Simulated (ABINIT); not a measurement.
# Ca2H3Br (P-3m1): a self-consistent loop beyond G0W0, cycle by cycle, part 3 of 3

Aim: iterate the self-energy on Ca2H3Br (P-3m1) and follow the gap from cycle to cycle.

ABINIT 10.8.3; LDA and many-body steps on it, plane waves. Known limits of the many-body steps: not at the basis limit; no spin-orbit coupling; coarse k mesh.

So far. Step 11 (evGW, cycle 1): Against G0W0 in ABINIT (3×3×2 mesh, 74 bands, screening to 106.1 eV, Godby-Needs plasmon pole), the gap moves by +0.558 eV. Step 14 (evGW, cycle 2): Against the cycle before, the gap moves by +0.034 eV.

## Step 15: Screening, 3×3×2 mesh, 74 bands, screening to 106.1 eV

This step: RPA screening on LDA, plane waves, norm-conserving pseudopotentials.

Input file run.abi:

```
acell 3*1.0 Angstrom
rprim 
  3.902939985722 0.000000000020 0.000000000000
  -1.951469992878 3.380045177071 0.000000000000
  0.000000000000 0.000000000000 6.853533590000
ntypat 3
znucl 20 1 35
natom 6
typat 1 1 2 2 2 3
xred 
  0.666666666667 0.333333333333 0.185756080000
  0.333333333333 0.666666666667 0.814243920000
  0.666666666667 0.333333333333 0.850475830000
  0.333333333333 0.666666666667 0.149524170000
  0.000000000000 0.000000000000 0.000000000000
  0.000000000000 0.000000000000 0.500000000000
pp_dirpath "pseudos"
pseudos "Ca.upf, H.upf, Br.upf"
ecut 31
ngkpt 3 3 2
nshiftk 1
shiftk 0 0 0
kptopt 1
chksymbreak 0
istwfk *1
occopt 1
irdwfk 1
optdriver 3
nband 74
ecuteps 3.9
inclvkb 2
awtr 1
symchi 1
gwcalctyp 10
mbpt_sciss 2.609 eV
nqptdm 1
qptdm 
  0 0 0
indata_prefix "in"
outdata_prefix "out"
tmpdata_prefix "tmp"
```

Run with:

```
$ OMP_NUM_THREADS=1 mpirun -n 8 abinit run.abi > log
```

Numbers of over 12 decimals in the logs are rounded to 6 here.

Output:

```text
.Version 10.8.3 of ABINIT. v10.8.2 released Aug 2026.

 Symmetries : space group P-3 m 1 (#164); Bravais hP (primitive hexag.)
[... echo of the input left out ...]
== DATASET  1 ==================================================================
-   mpi_nproc: 8, omp_nthreads: 1 (-1 if OMP is not activated)

--- !DatasetInfo
iteration_state: {dtset: 1, }
dimensions: {natom: 6, nkpt: 6, mband: 74, nsppol: 1, nspinor: 1, nspden: 1, mpw: 5073, }
cutoff_energies: {ecut:  31.0, pawecutdg:  -1.0, }
[...]
[... chi0 elements left out ...]
 For q-point:  0.000010 0.000020 0.000030
  dielectric constant =   4.9439
  dielectric constant without local fields =   5.3763

  Average fulfillment of the sum rule on Im[epsilon] for q-point    1 :     69.72  [%]
[... wings left out ...]
== END DATASET(S) ==============================================================
================================================================================

 -outvars: echo values of variables after computation  --------
           etotal      0.0000000000E+00
            nband          74
             nkpt           6
          spgroup         164
 [... the other variables as echoed above ...]

 Calculation completed.
```

It took 5.6 s on 8 MPI ranks of Arm Neoverse V1, shared host; peak memory 1 GiB; 44 s of CPU time.

This step gave:

```
ε∞ with local fields, on this mesh, along the program's q direction : 4.944
the same without local fields                                       : 5.376
plasma frequency                                                    : 21.39 eV
plane waves in the screening matrix                                 : 245
```

This screening uses the functional's bands under a rigid shift, the mean opening of the cycle before.

## Step 16: Screening, 3×3×2 mesh, 74 bands, screening to 106.1 eV

This step: RPA screening on LDA from quasiparticle energies, plane waves, norm-conserving pseudopotentials.

run.abi, as its differences from that of step 15:

```diff
@@ -33,7 +33,11 @@
 symchi 1
+irdqps 1
 gwcalctyp 10
-mbpt_sciss 2.609 eV
-nqptdm 1
+nqptdm 5
 qptdm 
-  0 0 0
+  0.3333333333 0.0000000000 0.0000000000
+  0.3333333333 0.3333333333 0.0000000000
+  0.0000000000 0.0000000000 0.5000000000
+  0.3333333333 0.0000000000 0.5000000000
+  0.3333333333 0.3333333333 0.5000000000
 indata_prefix "in"
```

Input file mrgscr.stdin:

```
2
merged
q0_SCR
out_SCR
1
```

Run with:

```
$ OMP_NUM_THREADS=1 mpirun -n 8 abinit run.abi > log; mrgscr < mrgscr.stdin
```

Output:

```text
.Version 10.8.3 of ABINIT. v10.8.2 released Aug 2026.

 Symmetries : space group P-3 m 1 (#164); Bravais hP (primitive hexag.)
[... echo of the input left out ...]
== DATASET  1 ==================================================================
-   mpi_nproc: 8, omp_nthreads: 1 (-1 if OMP is not activated)

--- !DatasetInfo
iteration_state: {dtset: 1, }
dimensions: {natom: 6, nkpt: 6, mband: 74, nsppol: 1, nspinor: 1, nspden: 1, mpw: 5073, }
cutoff_energies: {ecut:  31.0, pawecutdg:  -1.0, }
[...]
q-point number  1        q = ( 0.333333, 0.000000, 0.000000) [r.l.u.]
--------------------------------------------------------------------------------
[... chi0 elements left out ...]
  Average fulfillment of the sum rule on Im[epsilon] for q-point    2 :     72.05  [%]

--------------------------------------------------------------------------------
  q-point number  2        q = ( 0.333333, 0.333333, 0.000000) [r.l.u.]
--------------------------------------------------------------------------------
[... chi0 elements left out ...]
  Average fulfillment of the sum rule on Im[epsilon] for q-point    3 :     67.60  [%]

 [... 3 further q-points ...]
```

Wall time 7 s (8 MPI ranks); peak memory 1 GiB.

Numbers from this step:

```
plasma frequency                    : 21.39 eV
plane waves in the screening matrix : 245
```

This screening reads the quasiparticle levels of the cycle before.

## Step 17: evGW, cycle 3

This step: evGW on LDA, plane waves, norm-conserving pseudopotentials.

run.abi, as its differences from that of step 16:

```diff
@@ -27,12 +27,10 @@
 irdwfk 1
-optdriver 3
+optdriver 4
 nband 74
-ecuteps 3.9
-inclvkb 2
-awtr 1
-symchi 1
-irdqps 1
 gwcalctyp 10
-nqptdm 5
-qptdm 
+ecutsigx 31
+symsigma 1
+nkptgw 6
+kptgw 
+  0.0000000000 0.0000000000 0.0000000000
   0.3333333333 0.0000000000 0.0000000000
@@ -42,2 +40,13 @@
   0.3333333333 0.3333333333 0.5000000000
+bdgw 
+  10 21
+  10 21
+  10 21
+  10 21
+  10 21
+  10 21
+ecuteps 3.9
+irdscr 1
+ppmodel 1
+irdqps 1
 indata_prefix "in"
```

Run with:

```
$ OMP_NUM_THREADS=1 mpirun -n 8 abinit run.abi > log
```

Output:

```text
.Version 10.8.3 of ABINIT. v10.8.2 released Aug 2026.

 Symmetries : space group P-3 m 1 (#164); Bravais hP (primitive hexag.)
[... echo of the input left out ...]
== DATASET  1 ==================================================================
-   mpi_nproc: 8, omp_nthreads: 1 (-1 if OMP is not activated)

--- !DatasetInfo
iteration_state: {dtset: 1, }
dimensions: {natom: 6, nkpt: 6, mband: 74, nsppol: 1, nspinor: 1, nspden: 1, mpw: 5073, }
cutoff_energies: {ecut:  31.0, pawecutdg:  -1.0, }
[...]
.  kptgw no:  4; Maximum DeltaE = (  -0.001  -0.000) for band index:  1
.  kptgw no:  5; Maximum DeltaE = (  -0.001   0.000) for band index: 12
.  kptgw no:  6; Maximum DeltaE = (  -0.002  -0.000) for band index: 10

== END DATASET(S) ==============================================================
================================================================================

 -outvars: echo values of variables after computation  --------
           etotal      0.0000000000E+00
            nband          74
             nkpt           6
          spgroup         164
 [... the other variables as echoed above ...]

 Calculation completed.
```

The job ended after 27 s (8 MPI ranks; peak memory 2 GiB).

Numbers from this step:

| Quantity | Value |
| --- | --- |
| quasiparticle gap on the mesh | 3.684 eV |
| gap of the density functional on the mesh | 1.394 eV |
| k of the valence top | 0, 0, 0.5 |
| k of the conduction bottom | 0, 0, 0.5 |
| least direct quasiparticle gap on the computed points | 3.684 eV |

Against the cycle before, the gap moves by +0.002 eV.

## Step 18: Side by side

Times are wall times on 8 MPI ranks of Arm Neoverse V1, shared host, good to a factor of about two. A run's time includes the screening step that it read.

```csv
run,mesh,bands,screening cutoff (eV),DFT gap (eV),gap on the mesh (eV),direct (eV),ε∞ used,time
G0W0,3×3×2,74,106.1,1.394,3.090,3.090,7.96,16 s
"evGW0, cycle 1",3×3×2,74,106.1,1.394,3.449,3.449,7.96,36 s
"evGW0, cycle 2",3×3×2,74,106.1,1.394,3.281,3.281,7.96,36 s
"evGW0, cycle 3",3×3×2,74,106.1,1.394,3.294,3.294,7.96,35 s
"evGW0, cycle 4",3×3×2,74,106.1,1.394,3.293,3.293,7.96,35 s
"evGW, cycle 1",3×3×2,74,106.1,1.394,3.648,3.648,5.22,38 s
"evGW, cycle 2",3×3×2,74,106.1,1.394,3.682,3.682,4.96,39 s
"evGW, cycle 3",3×3×2,74,106.1,1.394,3.684,3.684,4.94,39 s
```

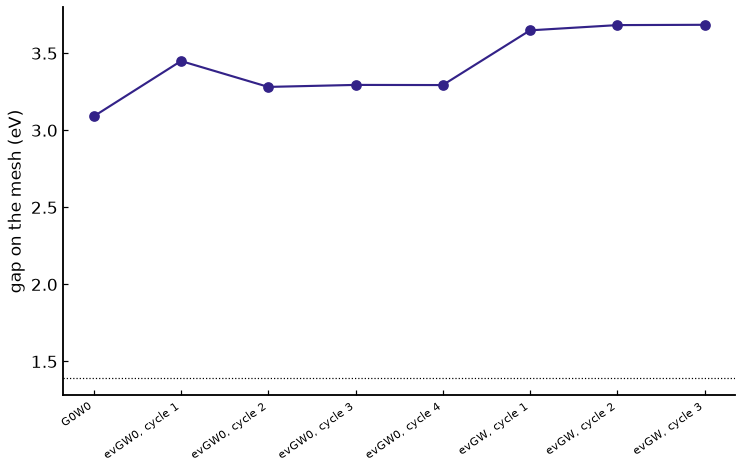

The gap through the cycles; the dotted line is the starting gap.

## Step 19: What came out

```yaml
g0w0: 3.090 eV
evgw0_cycle_1: 3.449 eV
evgw0_cycle_2: 3.281 eV
evgw0_cycle_3: 3.294 eV
evgw0_cycle_4: 3.293 eV
evgw_cycle_1: 3.648 eV
evgw_cycle_2: 3.682 eV
evgw_cycle_3: 3.684 eV
known_limits: not at the basis limit; no spin-orbit coupling; coarse k mesh
```

**Reading.** Only the bands that the input lists are updated; the others, empty or deep, keep the functional's energies or take a rigid shift. The evGW loop starts from the last levels of evGW0, so its cycles and time come on top of those. evGW0 ends at 3.29 eV, +0.20 eV from G0W0, after 4 cycles that took 1.7 min beside the first screening; the last moved the gap by 0.001 eV. evGW ends at 3.68 eV, +0.59 eV from G0W0, after 3 cycles that took 1.9 min beside the first screening; the last moved the gap by 0.002 eV. The first cycle of evGW0 takes the full correction, without the factor Z, so it overshoots the one-shot value. Bands and cutoff are finite, so the gap is not at the basis limit. The miss can reach some tenths of an eV and take either sign; the mesh is an error of its own. A denser mesh or path gives a starting gap of 1.23 eV: the GW mesh misses a band edge, so its gaps are not the fundamental one. The 3×3×2 mesh is coarse for this cell, which bears on the long-range parts of exchange and screening. In the updated screening the q = 0 part is built from Kohn-Sham bands under a rigid shift, the other q from the quasiparticle levels. The many-body steps are scalar-relativistic: spin-orbit coupling is not in them.

[Paths, hosts, dates, memory and timing lines, banners, echoed tables and standing remarks are left out of the program output.]

[Logs are printed without paths, hosts, clocks, repeated set-up lines and the standing remarks that a program may print on its own settings, such as how far it seeks lower states.]

[Runs of the session that timed out or met a known fault of the program may be left out.]

[Hosts, paths, dates, database ids (printed as entryN), source tags and the programs' standing remarks are cut or masked in the printed files.]

[G0W0 gaps are taken among the corrected bands and points alone; a level outside them can change the order at an edge.]

[Where Ansatz stands beside ABINIT at settings called matched, ABINIT's density can come from a denser mesh and the files from another edition; pairs whose starting gaps differed by over 0.03 eV were left out, so agreement reads better than it is.]
